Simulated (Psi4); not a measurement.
**wB97M-V/cc-pCVQZ (density fitting, sweep point 7) run of BCl (SMILES [B]Cl)**

What is the vertical electron affinity of BCl at wB97M-V/cc-pCVQZ (density fitting, sweep point 7)? 

The results are computed with Psi4 1.11.

## 1. The structure to begin with

BCl has 2 atoms, charge 0, and is taken as a singlet. As SMILES, `[B]Cl`. The shape is that of a PBE0-D4/def2-TZVP optimisation.

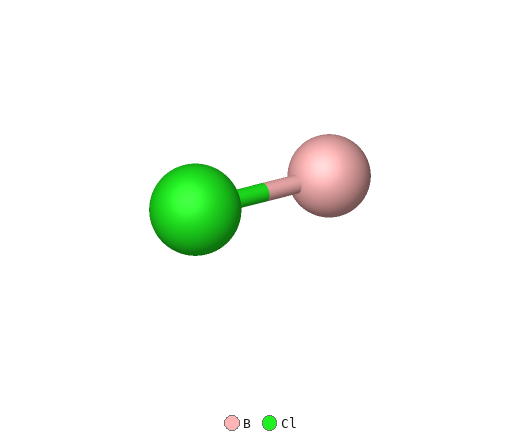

The structure, seen from a chosen angle (boron pink, chlorine green).

## 2. The energy at wB97M-V/cc-pCVQZ (density fitting, sweep point 7)

Input file bcl.dat:

```
memory 1600 MB

molecule mol {
  B      0.00000000     0.00000000    -0.13163832
  Cl     0.00000000     0.00000000     3.11462770
  units bohr
  symmetry c1
}

set basis cc-pCVQZ
set reference rks
set puream true
set scf_type df
set dft_radial_points 99
set dft_spherical_points 590

energy('wb97m-v')
```

The run is started by

```sh
$ psi4 -n 1 bcl.dat bcl.out
```

bcl.out:

```text
[...]
  Running in c1 symmetry.
[...]
  Nuclear repulsion =   26.183929313346905
[...]
  Multiplicity = 1
[...]
  Nalpha       = 11
  Nbeta        = 11
[...]
    Number of basis functions: 193
[...]
   @DF-RKS iter   1:  -484.97679293601351   -4.30544e-01   1.24654e-03 DIIS/ADIIS
[...]
   @DF-RKS iter   6:  -484.98950497177680   -8.10298e-07   8.34448e-07 DIIS
[...]
    Orbital Energies [Eh]
    ---------------------
    Doubly Occupied:
       1A   -101.914447     2A     -9.691927     3A     -7.392084
       4A     -7.390028     5A     -7.390028     6A     -7.009126
       7A     -1.007842     8A     -0.613493     9A     -0.489645
      10A     -0.489645    11A     -0.356377
[...]
  @DF-RKS Final Energy:  -484.98950497177680
   => Energetics <=
    Nuclear Repulsion Energy =             26.1839293133469049
    One-Electron Energy =                -719.4634655501189400
    Two-Electron Energy =                 232.8079827635991137
    DFT Exchange-Correlation Energy =     -24.6103240192101715
    Empirical Dispersion Energy =           0.0000000000000000
    VV10 Nonlocal Energy =                  0.0923725206063423
    Total Energy =                       -484.9895049717767961
[...]
 Multipole Moments:
 ------------------------------------------------------------------------------------
     Multipole            Electronic (a.u.)      Nuclear  (a.u.)        Total (a.u.)
 ------------------------------------------------------------------------------------
 L = 1.  Multiply by 2.5417464519 to convert [e a0] to [Debye]
 Dipole X            :          0.0000000            0.0000000            0.0000000
 Dipole Y            :         -0.0000000            0.0000000           -0.0000000
 Dipole Z            :         -0.2669724            0.8694190            0.6024466
 Magnitude           :                                                    0.6024466
[...]
```

Wall time 29 s (1 thread of Intel Xeon Platinum 8488C (Sapphire Rapids), shared host); peak memory 0.98 GiB.

## 3. The doublet anion at the same level

Input file calc.dat:

```
memory 1600 mb

molecule {
  -1 2
  B      0.00000000     0.00000000    -0.13163832
  Cl     0.00000000     0.00000000     3.11462770
  units au
  symmetry c1
}

set basis cc-pCVQZ
set reference uks
set puream true
set scf_type df
set dft_radial_points 99
set dft_spherical_points 590
set maxiter 100

energy("wb97m-v")
```

The run is started by

```sh
$ psi4 -i calc.dat -o calc.out -n 1
```

calc.out:

```text
[...]
  Running in c1 symmetry.
[...]
  Nuclear repulsion =   26.183929313346905
[...]
  Multiplicity = 2
[...]
  Nalpha       = 12
  Nbeta        = 11
[...]
    Number of basis functions: 193
[...]
   @DF-UKS iter   1:  -484.88605990778819   -3.39811e-01   1.95436e-03 DIIS/ADIIS
[...]
   @DF-UKS iter   8:  -484.97162798326292   -2.17592e-07   3.70053e-07 DIIS
[...]
   @S^2 Observed:                7.521957784E-01
[...]
    Orbital Energies [Eh]
    ---------------------
    Alpha Occupied:
       1A   -101.661663     2A     -9.439340     3A     -7.139555
       4A     -7.138080     5A     -7.137388     6A     -6.698505
       7A     -0.758824     8A     -0.365720     9A     -0.254878
      10A     -0.250424    11A     -0.106295    12A      0.024990
    Alpha Virtual:
      13A      0.238447    14A      0.277654    15A      0.378335
      16A      0.378908    17A      0.384060    18A      0.394830
      19A      0.499839    20A      0.506128    21A      0.506224
      22A      0.523815    23A      0.525145    24A      0.602911
      25A      0.608675    26A      0.693294    27A      0.694074
[...]
  @DF-UKS Final Energy:  -484.97162798326292
   => Energetics <=
    Nuclear Repulsion Energy =             26.1839293133469049
    One-Electron Energy =                -725.0661225540727628
    Two-Electron Energy =                 238.5202869787882491
    DFT Exchange-Correlation Energy =     -24.7046472515337214
    Empirical Dispersion Energy =           0.0000000000000000
    VV10 Nonlocal Energy =                  0.0949255302084672
    Total Energy =                       -484.9716279832629198
[...]
 Multipole Moments:
 ------------------------------------------------------------------------------------
     Multipole            Electronic (a.u.)      Nuclear  (a.u.)        Total (a.u.)
 ------------------------------------------------------------------------------------
 L = 1.  Multiply by 2.5417464519 to convert [e a0] to [Debye]
 Dipole X            :         -0.0000000            0.0000000           -0.0000000
 Dipole Y            :         -0.0000000            0.0000000           -0.0000000
 Dipole Z            :          1.4984465            0.8694190            2.3678655
 Magnitude           :                                                    2.3678655
[...]
```

Run time: 52 s. Hardware: 1 thread of Intel Xeon Platinum 8488C (Sapphire Rapids), shared host; peak memory 0.99 GiB.

## 4. Outcome

At wB97M-V/cc-pCVQZ (density fitting, sweep point 7):

| quantity | value |
| --- | --- |
| singlet BCl: total energy | -484.98950 Eh |
| singlet BCl: dipole moment | 1.53 D |
| singlet BCl: HOMO energy | -9.70 eV |
| singlet BCl: LUMO energy | 0.24 eV |
| singlet BCl: HOMO–LUMO gap | 9.94 eV |
| doublet anion: total energy | -484.97163 Eh |
| doublet anion: HOMO energy (highest over α and β) | 0.68 eV |
| doublet anion: LUMO energy (lowest over α and β) | 6.49 eV |
| doublet anion: ⟨S²⟩ | 0.752 |
| vertical electron affinity (to the doublet anion) | -0.486 eV |

The anion lies 0.49 eV (11.2 kcal/mol) above the neutral: the electron isn't bound at this level, and such a value depends on the basis. Without diffuse functions anions come out too high. The HOMO (doublet anion) lies at positive energy, 0.68 eV; only total energies tell whether the electron is bound.
